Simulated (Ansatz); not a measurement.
## Pressure series in Ti3Al

Base system: Ti₃Al (space group P6_3/mmc, No. 194; a = 5.755 Å, c = 4.655 Å).

Cell and atoms are relaxed at each pressure.

Level of theory: Kohn–Sham DFT with the PBE functional, run in Ansatz (an electronic-structure program) with PAW and 420 eV plane waves, scalar-relativistic without spin-orbit coupling, earlier PAW set.

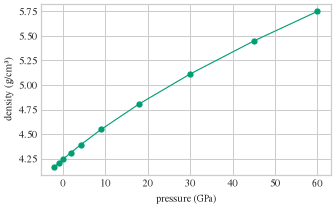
Figure. Density against pressure

### Question
From the plot, what is the density for pressure 4.2 GPa?

### Answer
About 4.4 g/cm³.

### Question
Is the trend monotonic over the range shown?

### Answer
Yes, it rises throughout, spanning 4.17 g/cm³ to 5.75 g/cm³.

Load acts through the strain it causes; cell and atoms are relaxed under it. No phonon test of stability was made. No other phases were tried under pressure. The final runs are not spin-polarised.
